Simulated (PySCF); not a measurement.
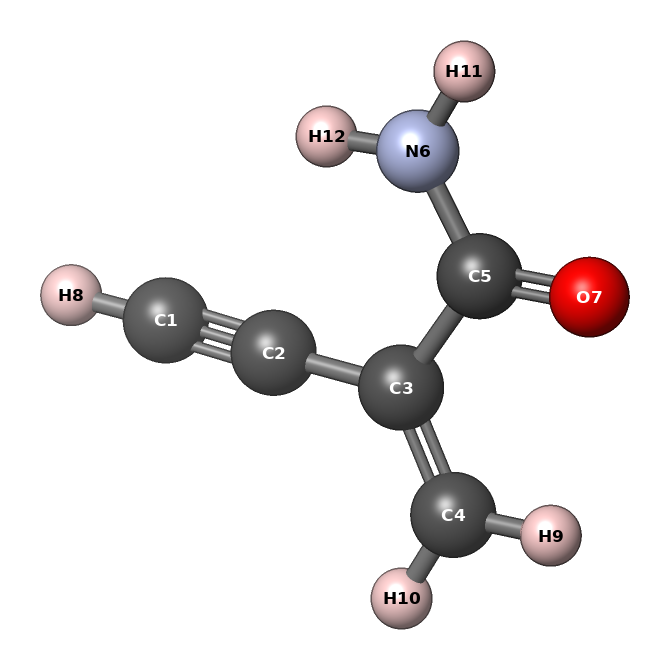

Computed geometry: GFN2-xTB optimisation. No frequency run is at hand to confirm it as a minimum. Method: B3LYP/pcJ-1 indirect spin-spin coupling, non-relativistic, gas phase (PySCF 2.14.0). Isotopes: 13C, 1H, 15N, 17O.

Give the spin–spin coupling constants of these pairs, with the number of bonds between them: C5/N6, N6/H11, N6/H12, C3/N6, N6/O7, C4/N6.

```json
{"pair": "C5, N6", "bonds apart": "1", "J (Hz)": "−21.3"}
{"pair": "N6, H11", "bonds apart": "1", "J (Hz)": "−97.6"}
{"pair": "N6, H12", "bonds apart": "1", "J (Hz)": "−96.4"}
{"pair": "C3, N6", "bonds apart": "2", "J (Hz)": "−12.0"}
{"pair": "N6, O7", "bonds apart": "2", "J (Hz)": "0.7"}
{"pair": "C4, N6", "bonds apart": "3", "J (Hz)": "−0.9"}
```
